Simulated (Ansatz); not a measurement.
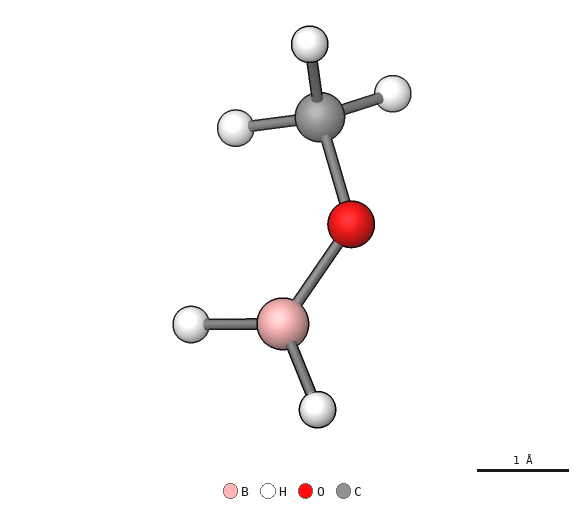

A ball-and-stick model of a molecule. Every bond is drawn as one stick, whatever its order.

The computed structure is the end point of a PBE0-D4/def2-TZVP optimisation.

Description:

The molecule is CH5BO. This geometry has Cs symmetry. Coordination: 1 B trigonal planar; 1 O bent; 1 C tetrahedral.

The parts below concern this one geometry. Atoms keep their numbers from picture to picture.

Geometry

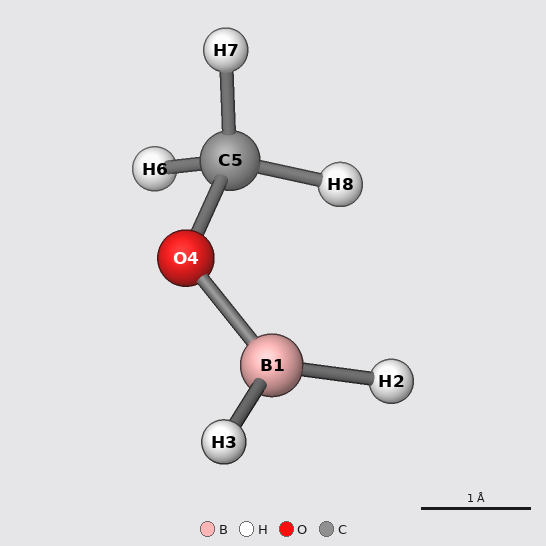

Numbered structure.

What are the angles H2–B1–H3, H2–B1–O4, H3–B1–O4, B1–O4–C5, O4–C5–H6, O4–C5–H8, H6–C5–H7, H6–C5–H8?

| angle | degrees |
| --- | --- |
| H2–B1–H3 | 122.9 |
| H2–B1–O4 | 120.2 |
| H3–B1–O4 | 116.9 |
| B1–O4–C5 | 122.3 |
| O4–C5–H6 | 108.9 |
| O4–C5–H8 | 111.3 |
| H6–C5–H7 | 108.7 |
| H6–C5–H8 | 109.5 |

Vibrations

Harmonic vibrations computed with RKS PBE0-D4/def2-TZVP (Ansatz 0.2.0) at a stationary point of the same level.

Question: How many vibrational modes are there, and where do they lie?

Answer: 18 modes: 144, 403, 442, 955, 1029, 1041, 1185, 1189, 1235, 1402, 1488, 1490, 1505, 2542, 2650, 3041, 3124, 3132 cm⁻¹.

Charges

The questions are on Mulliken charges. Method: RKS PBE0-D4/def2-TZVP (Ansatz 0.2.0).

List the Mulliken charges.

```tsv
atom	value (e)
B1	0.04
H2	−0.02
H3	0.00
O4	−0.21
C5	−0.19
H6	0.13
H7	0.13
H8	0.11
```

Thermal motion

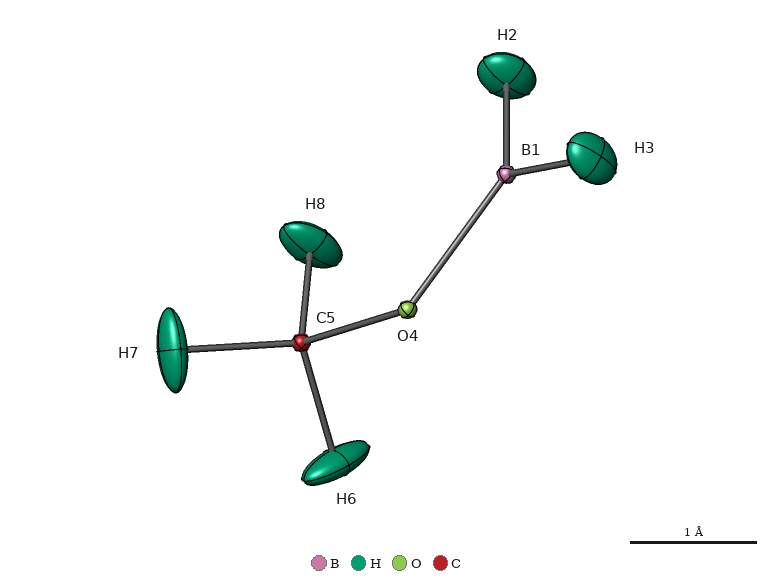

Displacement ellipsoids at the 50 % level, from the internal vibrations of the free molecule (harmonic, no overall translation or rotation; no half-axis is drawn under 0.075 Å). Vibrations computed with RKS PBE0-D4/def2-TZVP (Ansatz 0.2.0). Temperature: 100 K.

Question: Which atom has the largest mean-square displacement?

Answer: H6, H7, with U_eq = 0.0219 Å².

Question: Does H6 move more along its bond or across it?

Answer: Across it: the root-mean-square amplitude is 0.075 Å along the bond and up to 0.219 Å across, since bending and torsion are softer than stretching.

Give the displacement parameters, one line for each set of equivalent atoms.

```
  atom  U_eq (Å²)   rms amplitudes (Å)
    B1     0.0010  0.024, 0.035, 0.036
    H2     0.0169  0.081, 0.133, 0.163
    H3     0.0159  0.084, 0.125, 0.158
    O4     0.0011  0.021, 0.033, 0.040
    C5    0.00070  0.021, 0.024, 0.033
H6, H7     0.0219  0.074, 0.111, 0.219
    H8     0.0186  0.074, 0.121, 0.189
```

Mulliken values depend strongly on the basis set and can even reverse the polarity of a bond.
